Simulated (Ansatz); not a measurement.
## Electronic structure of BH₆NOSi (SMILES NB[SiH2]O) in real space

```xyz
10

N    -1.3264    1.3475   -0.0144
B    -0.6504    0.2585   -0.5418
Si    0.7237   -0.7464    0.5430
O     2.1311   -1.0150   -0.2966
H    -2.0297    1.8607   -0.5213
H    -1.1616    1.7102    0.9104
H    -0.9286   -0.0646   -1.6663
H     0.1420   -2.0438    1.0133
H     1.1445    0.0024    1.7617
H     2.0384   -1.3606   -1.1851
```

Geometry: PBE0-D4/def2-TZVP.

Theory: Ansatz 0.2.0, RKS PBE0-D4/def2-TZVPP.

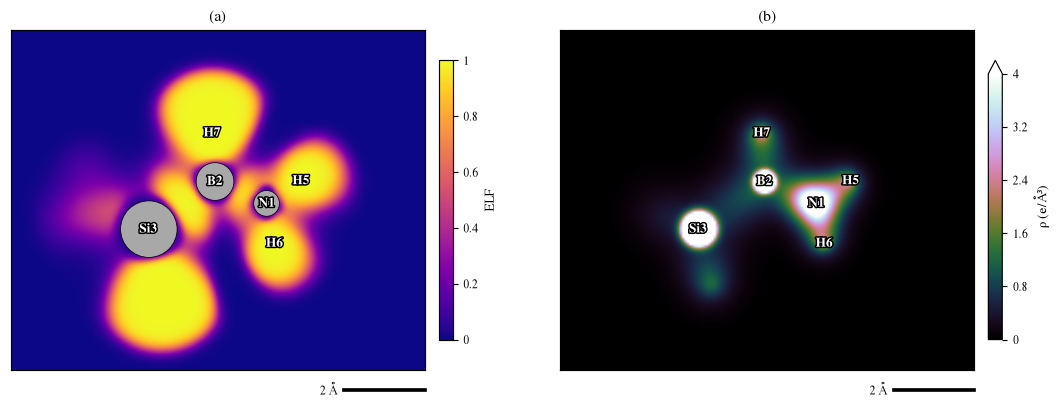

Figure 1. (a) electron localisation function; (b) electron density on the plane of atoms B2, N1 and H6. Grey discs cover the atomic cores in the ELF map.

> What does the map show?

- The plane passes through N, B, Si and H nuclei.
- B–N (1.39 Å): ρ at the midpoint is about 2 e/Å³; the ELF peaks at about 0.90 between the atoms (a short, strongly polar bond).
- Si–B (2.02 Å): ρ is about 0.82 e/Å³ halfway; the ELF peaks at about 1 between the atoms, as expected for a covalent bond.
- N–H (1.01 Å): ρ is about 3 e/Å³ halfway; the ELF climbs to about 1 towards the hydrogen, as it does in any bond to H (an ordinary covalent bond to hydrogen).
- B–H (1.20 Å): the density is about 1.2 e/Å³ at the midpoint; the ELF climbs to about 1 towards the hydrogen (a covalent bond by its length).

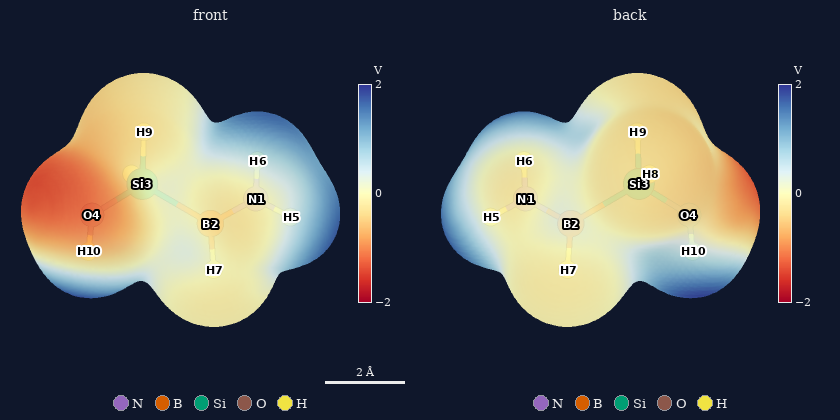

Figure 2. The electrostatic potential painted on the density surface at 0.001 e/bohr³, seen from the front and from behind; red is negative and blue positive.

> Describe the electrostatic potential map.

The most negative region (about −1.4 V) lies over O4, the most positive (about +1.8 V) over H10. O4 is the likeliest acceptor of a hydrogen bond.

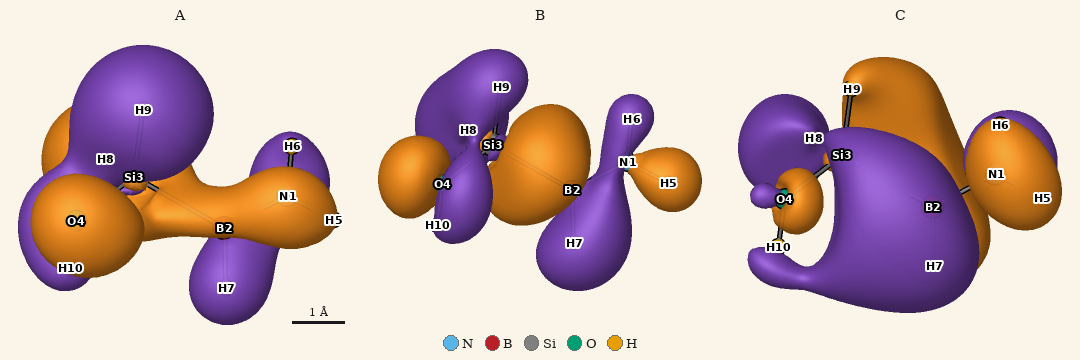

Figure 3. Three frontier orbitals at ±0.06 Å⁻³ᐟ² (orange and purple are the two phases), in no order.

> Order the three orbitals by energy and name them.

A is the HOMO−1 (−8.50 eV). By Hirshfeld shares it lies mainly on Si3 (about 25 %), O4 (about 25 %), H9 (about 15 %), H8 (about 15 %) and N1 (about 5 %). B is the HOMO (−7.46 eV). Its weight (Hirshfeld) is mainly on Si3 (about 30 %), B2 (about 30 %), O4 (about 15 %), H8 (about 10 %) and H7 (about 10 %). C is the LUMO (−0.70 eV). Its weight (Hirshfeld) is mainly on B2 (about 40 %), Si3 (about 25 %) and N1 (about 15 %).

> What is the HOMO–LUMO gap?

6.76 eV between the orbital energies.
